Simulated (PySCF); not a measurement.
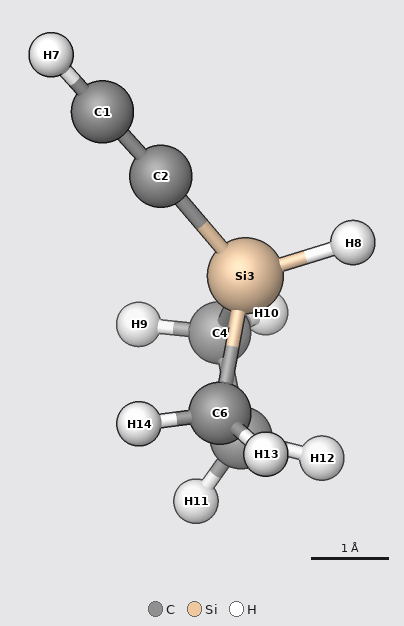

Figure 1. The input geometry of run 1 (ball-and-stick view, seen at an oblique angle; atoms are numbered from 1 in the order of the input).

# C5H8Si: one change and its effect

System: C5H8Si, SMILES C#C[SiH]1CCC1.
Method of run 1: GIAO PBE0/6-31G* NMR shielding, non-relativistic, gas phase (PySCF 2.14.0).

The geometry comes from this level: PBE0-D3(BJ)/def2-SVP. Text and figures count atoms from 1; the logs count them from 0 in places.

### The input, run 1
```
{"job": {"kind": "nmr", "xc": "PBE0", "basis": "6-31G*", "pop": true}, "charge": 0, "multiplicity": 1}
C      3.291955     0.743588     0.351036
C      2.196565     0.419330    -0.071056
Si     0.525386    -0.061185    -0.656452
C     -0.964139     1.015070    -0.206858
C     -1.706245    -0.312012     0.112179
C     -0.507700    -1.264990     0.374120
H      4.261160     1.028655     0.720735
H      0.616237    -0.410286    -2.105432
H     -0.757561     1.588613     0.711023
H     -1.437393     1.684064    -0.938695
H     -2.432491    -0.246691     0.939292
H     -2.265295    -0.649931    -0.775838
H     -0.636904    -2.316878     0.084263
H     -0.192241    -1.228252     1.429304
```

The first line tells a small driver script what to run in PySCF; the rest is the geometry in Å.

Command:
```bash
OMP_NUM_THREADS=1 python <driver script> task.json out
```

Hardware: 1 CPU thread, shared host.

### Output (run 1)
```
coarse grid: 12016 points
cycle   1  E = -484.3706092972  dE =  5.652e-01  |g| = 4.792e-01  |ddm| = 3.425e+00
cycle   2  E = -484.3517680815  dE =  1.884e-02  |g| = 5.442e-01  |ddm| = 1.031e+00
cycle   3  E = -484.4294095696  dE = -7.764e-02  |g| = 1.290e-01  |ddm| = 5.740e-01
cycle   4  E = -484.4333133927  dE = -3.904e-03  |g| = 4.785e-02  |ddm| = 1.308e-01
cycle   5  E = -484.4338755166  dE = -5.621e-04  |g| = 1.393e-02  |ddm| = 4.772e-02
cycle   6  E = -484.4339294506  dE = -5.393e-05  |g| = 1.674e-03  |ddm| = 1.590e-02
cycle   7  E = -484.4339303521  dE = -9.014e-07  |g| = 3.339e-04  |ddm| = 2.674e-03
final grid: 110944 points
cycle   8  E = -484.3758367618  dE = -1.987e-05  |g| = 7.095e-03  |ddm| = 1.863e-02
cycle   9  E = -484.3758314153  dE =  5.347e-06  |g| = 8.495e-03  |ddm| = 1.508e-02
cycle  10  E = -484.3758508244  dE = -1.941e-05  |g| = 8.466e-04  |ddm| = 8.317e-03
cycle  11  E = -484.3758510014  dE = -1.770e-07  |g| = 3.625e-04  |ddm| = 1.057e-03
cycle  12  E = -484.3758510301  dE = -2.862e-08  |g| = 1.346e-04  |ddm| = 3.423e-04
cycle  13  E = -484.3758510350  dE = -4.981e-09  |g| = 1.809e-05  |ddm| = 1.355e-04
cycle  14  E = -484.3758510351  dE = -9.572e-11  |g| = 2.949e-06  |ddm| = 2.673e-05
converged SCF energy = -484.3758510351

GIAO shielding tensors (ppm)
atom      isotropic    diamagn.    paramagn.     s11        s22        s33       span
  0 C      100.026     270.220    -170.194     29.886     30.956    239.236    209.349
  1 C      117.045     256.575    -139.530     29.231     30.861    291.043    261.812
  2 Si     436.319     883.448    -447.129    412.334    423.887    472.736     60.402
  3 C      180.173     251.490     -71.317    158.660    185.764    196.095     37.435
  4 C      172.072     247.153     -75.081    154.946    176.636    184.635     29.689
  5 C      180.132     251.496     -71.364    158.619    185.777    196.000     37.382
  6 H       29.468      29.002       0.466     25.023     25.356     38.024     13.001
  7 H       26.803      29.029      -2.226     23.695     25.614     31.101      7.407
  8 H       30.614      30.887      -0.273     28.056     28.490     35.297      7.242
  9 H       30.867      29.898       0.969     26.670     27.990     37.941     11.271
 10 H       29.761      29.477       0.284     24.987     27.472     36.824     11.838
 11 H       29.895      30.186      -0.291     26.328     28.306     35.050      8.722
 12 H       30.867      29.897       0.970     26.664     27.992     37.944     11.280
 13 H       30.614      30.899      -0.285     28.060     28.499     35.284      7.224
```

Run 2 used a changed input.

### The two runs side by side

```tsv
quantity	run 1	run 2
outcome	converged	converged
total energy (hartree)	−484.375851	−484.403199
HOMO (eV)	−7.49	−7.60
LUMO (eV)	0.01	−0.10
dipole moment (D)	0.60	0.53
shielding of C1 (ppm)	100.0	98.6
shielding of C2 (ppm)	117.0	114.7
shielding of Si3 (ppm)	436.3	452.4
shielding of C4 (ppm)	180.2	181.4
shielding of C5 (ppm)	172.1	173.5
shielding of C6 (ppm)	180.1	181.3
shielding of H10 (ppm)	30.9	30.1
SCF iterations	14	14
basis functions	104	128
wall time (shared host)	8.2 s	11 s
```

What was changed in the input?

The change (lines with − go, lines with + come):
```diff
-"basis": "6-31G*"
+"basis": "cc-pVDZ"
```

The total energy of run 2 is 17.2 kcal/mol lower, which measures the change of basis and not a stability. The HOMO goes from −7.49 to −7.60 eV. The LUMO goes from 0.01 to −0.10 eV. The dipole moment goes from 0.60 to 0.53 D. Of all shieldings, the largest change is that of Si3, by +16.1 ppm. The number of SCF iterations is the same. The basis functions go from 104 to 128.

### Output (run 2)
```
coarse grid: 12016 points
cycle   1  E = -484.3321627460  dE =  5.979e-01  |g| = 4.472e-01  |ddm| = 6.994e+00
cycle   2  E = -484.3117670871  dE =  2.040e-02  |g| = 5.244e-01  |ddm| = 1.781e+00
cycle   3  E = -484.3845684263  dE = -7.280e-02  |g| = 1.227e-01  |ddm| = 9.296e-01
cycle   4  E = -484.3880953357  dE = -3.527e-03  |g| = 4.671e-02  |ddm| = 2.055e-01
cycle   5  E = -484.3886247643  dE = -5.294e-04  |g| = 1.434e-02  |ddm| = 7.194e-02
cycle   6  E = -484.3886824654  dE = -5.770e-05  |g| = 1.656e-03  |ddm| = 2.729e-02
cycle   7  E = -484.3886833540  dE = -8.885e-07  |g| = 3.701e-04  |ddm| = 4.236e-03
final grid: 110944 points
cycle   8  E = -484.4031843098  dE = -1.847e-05  |g| = 7.238e-03  |ddm| = 5.397e-02
cycle   9  E = -484.4031775783  dE =  6.732e-06  |g| = 8.856e-03  |ddm| = 2.850e-02
cycle  10  E = -484.4031988772  dE = -2.130e-05  |g| = 7.690e-04  |ddm| = 1.555e-02
cycle  11  E = -484.4031990515  dE = -1.743e-07  |g| = 2.113e-04  |ddm| = 1.698e-03
cycle  12  E = -484.4031990575  dE = -6.023e-09  |g| = 1.447e-04  |ddm| = 3.942e-04
cycle  13  E = -484.4031990630  dE = -5.458e-09  |g| = 2.173e-05  |ddm| = 2.034e-04
cycle  14  E = -484.4031990631  dE = -1.395e-10  |g| = 3.284e-06  |ddm| = 4.773e-05
converged SCF energy = -484.4031990631

GIAO shielding tensors (ppm)
atom      isotropic    diamagn.    paramagn.     s11        s22        s33       span
  0 C       98.608     262.010    -163.401     28.070     28.159    239.595    211.525
  1 C      114.747     254.736    -139.989     25.945     26.344    291.954    266.009
  2 Si     452.408     886.026    -433.617    426.017    442.821    488.388     62.371
  3 C      181.395     247.444     -66.050    159.178    185.956    199.050     39.871
  4 C      173.492     244.783     -71.290    155.953    177.802    186.722     30.769
  5 C      181.346     247.439     -66.093    159.142    185.940    198.955     39.813
  6 H       28.901      32.446      -3.545     24.272     24.494     37.936     13.664
  7 H       26.303      29.075      -2.773     23.005     25.277     30.625      7.620
  8 H       29.888      30.714      -0.825     27.366     27.903     34.396      7.030
  9 H       30.127      29.581       0.546     26.086     27.243     37.052     10.966
 10 H       29.108      28.677       0.432     24.487     26.602     36.237     11.750
 11 H       29.342      29.488      -0.146     25.853     27.669     34.502      8.649
 12 H       30.127      29.582       0.545     26.082     27.246     37.054     10.972
 13 H       29.889      30.723      -0.834     27.371     27.913     34.383      7.012
```
